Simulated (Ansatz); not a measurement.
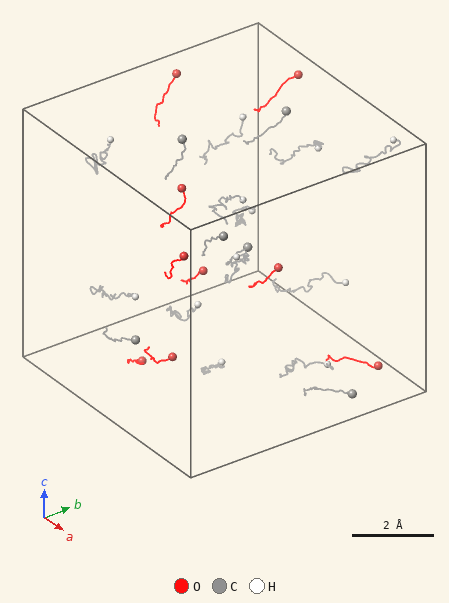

First-principles dynamics of a periodic cell with 3 H2CO + 3 HCOOH at 1.018 g/cm³, 140 fs long. It starts from the last geometry of an earlier run, with fresh velocities. Lines trace each atom's path, in the colour of its element; spheres stand at the starting positions. Seen from a free direction in the simulation cell.

Theory: DFT LDA, scalar-relativistic, plane waves, PAW (Ansatz). Set-up: plane-wave cutoff 420 eV; k-point mesh 1 × 1 × 1; Fermi-Dirac smearing 0.02 eV; low-accuracy preset; Langevin thermostat and barostat (NPT); set temperature 400 K; time step 0.5 fs; friction 0.05 per fs; target pressure 5 GPa.

Describe the motion.

Root-mean-square distances from the starting positions over the second half, with the common drift of all atoms taken out: H 0.51 Å, C 0.32 Å, O 0.29 Å. The heavy atoms stay within a fraction of a molecule's size of their starting places; so short a run doesn't tell a liquid from a solid. Bond changes: one H–O bond forms at about 116 fs. The mean temperature in the second half is 440 K (standard deviation 57 K). The potential energy is still drifting at the end, so the run hasn't reached equilibrium. The potential energy in the second half lies on average 25.4 meV per atom above the first frame. The mean pressure there is 4.7 GPa. The volume ends −35.4 % from the start.

Limits of the set-up: the program's low-accuracy preset was used; the periodic images lie only 7.2 Å apart, so the values are limited by the cell's size.

The run took 7.7 min on 1 thread of Intel(R) Xeon(R) Platinum 8259CL CPU @ 2.50GHz (Skylake/Cascade Lake) (shared host), peak memory 0.47 GiB.
